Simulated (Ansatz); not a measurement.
# Calculations on Si2H4F4

Part 1: Relaxation

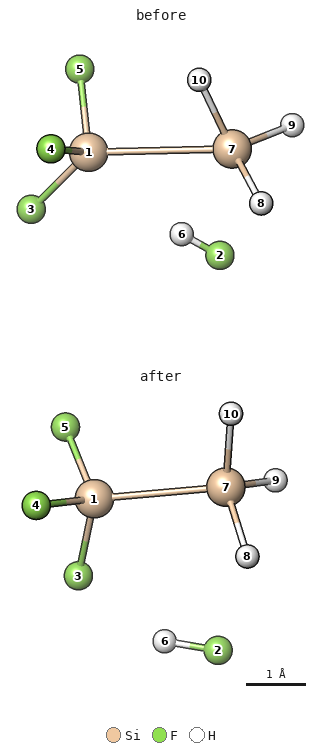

The structure of Si2H4F4 (started from a transition state, displaced along its imaginary mode) before (top) and after (bottom) a relaxation, at one scale.

The picture is a ball-and-stick view, seen at a tilt.

Level of theory: RKS PBE0-D4/def2-TZVP (Ansatz 0.2.0).

Input
```yaml
crystal:
  periodic: [false, false, false]
  atoms:
    - {symbol: Si, position_ang: [-0.905714, -0.929054, -0.018683]}
    - {symbol: F, position_ang: [1.928554, -0.425231, -0.371971]}
    - {symbol: F, position_ang: [-0.644332, -2.491203, -0.309354]}
    - {symbol: F, position_ang: [-1.591944, -0.895080, 1.397435]}
    - {symbol: F, position_ang: [-1.951168, -0.498816, -1.124651]}
    - {symbol: H, position_ang: [1.222455, -0.668758, -0.254267]}
    - {symbol: Si, position_ang: [0.486736, 1.149792, 0.111829]}
    - {symbol: H, position_ang: [1.319771, 1.370149, 1.329175]}
    - {symbol: H, position_ang: [0.990499, 1.805452, -1.124756]}
    - {symbol: H, position_ang: [-0.854757, 1.582749, 0.365143]}
basis:
  gaussian: {orbitals: def2-TZVP}
hamiltonian: {xc: pbe0, dispersion: d4}
relax: {f_tol: 0.005, max_steps: 200}
```

Launched with:
```bash
ansatz run in.yaml --threads 8 --pin off --events-out ev --progress --plain --max-ram 19148MiB
```

Summarise the run.

Answer. After 12 geometry steps the energy has fallen by 289.4 kJ/mol. Largest force component: 20 eV/Å at the start, 0.001 eV/Å at the end. The largest move after the best rigid fit is that of H6, 1.02 Å. Largest moves by element: H 1.02 Å, F 0.82 Å, Si 0.46 Å. Some distances before and after: H6–Si7 1.996 → 3.396 Å, F2–Si7 2.189 → 3.300 Å, Si1–H6 2.157 → 2.973 Å, Si1–Si7 2.506 → 2.330 Å. Bond angles that change, for instance: Si1–Si7–H10 74.9° → 106.2°, F3–Si1–Si7 136.4° → 112.6°, F4–Si1–Si7 100.2° → 112.7°.

Part 2: Relaxation

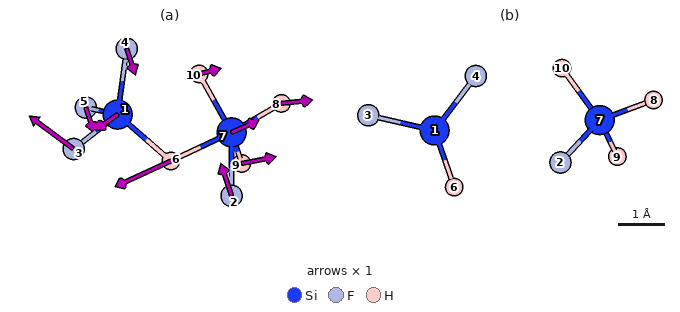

The structure of Si2H4F4 (started from a transition state, displaced along its imaginary mode) before (left) and after (right) a relaxation, at one scale. The purple arrows give the displacements, at their true length.

The picture is a ball-and-stick view, seen at a tilt.

These are results of RKS PBE0-D4/def2-TZVP in Ansatz 0.2.0, not measurements. Settings: force threshold 0.005 eV/Å; at most 200 steps.

Summarise the run.

Answer. H6 moves most after the best rigid fit: 1.69 Å. Largest moves by element: H 1.69 Å, F 1.25 Å, Si 0.82 Å. Among the contacts that change: H6–Si7 1.777 → 4.283 Å, Si1–Si7 2.703 → 4.081 Å, Si1–H6 1.568 → 1.458 Å, Si7–H10 1.578 → 1.479 Å. Bonds break, among them: H6–Si7 (1.78 → 4.28 Å). Bond angles that change, for instance: F2–Si7–H10 150.9° → 108.2°, F3–Si1–H6 96.4° → 109.9°, F2–Si7–H8 95.2° → 107.7°. After 18 geometry steps the energy has fallen by 50.1 kcal/mol. The largest force component goes from 1.9 to 0.0014 eV/Å.

Part 3: Path

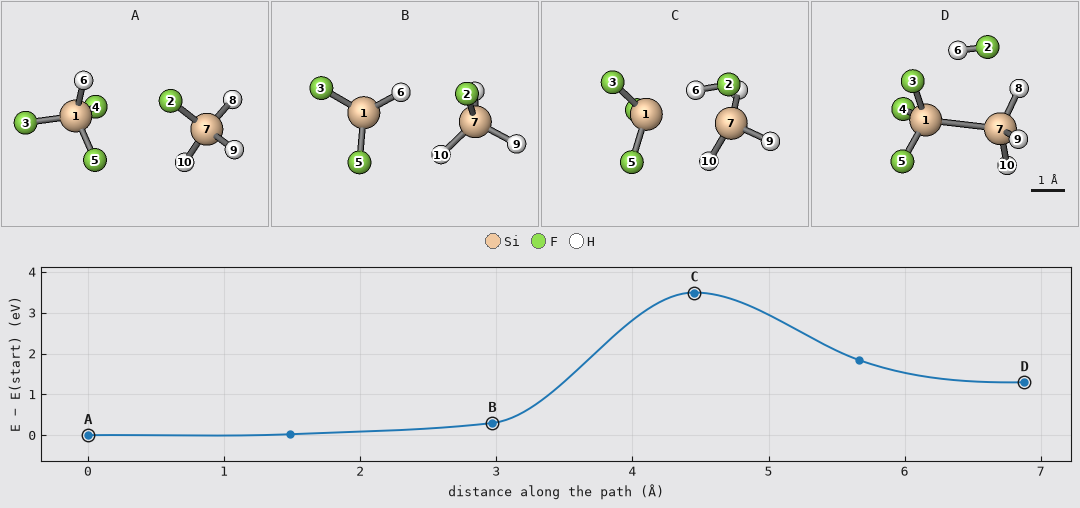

NEB run on Si$_{2}$H$_{4}$F$_{4}$, made up at the start of SiHF3 and SiH₃F. Images are numbered from 0 (start) to 5 (end). Frames A to D are images 0, 2, 3, 5. The picture is a ball-and-stick view, seen from a free direction.

Theory: Ansatz 0.2.0, RKS BHLYP-D4/def2-SVP. Settings: 4 movable images; climbing image.

> What happens along the path, and what is the barrier?

Forward barrier 3.49 eV, backward barrier 2.20 eV, with image 3 at the top; the reaction energy is +1.30 eV. Breaking: F2–Si7 (1.61 → 1.94 at the top → 3.30 Å), Si1–H6 (1.46 → 1.90 at the top → 2.97 Å). Forming: F2–H6 (2.81 → 1.07 at the top → 0.93 Å), Si1–Si7 (4.08 → 2.67 at the top → 2.33 Å). The band converged in 30 iterations. The largest component of the band force went from 5.7 to 0.048 eV/Å. The climbing image converged on the top of the path. Its curvatures weren't checked. The largest force component is 0.97 eV/Å at the start and 0.58 eV/Å at the end; an end with forces this large is no minimum, and the barrier measured from it can be far off.

Limits of the set-up: the start holds two separate molecules, 2.8 Å apart at their closest, whose relative position is a soft coordinate.

The run took 2.3 min on 8 threads of Arm Neoverse V1, on a shared host.
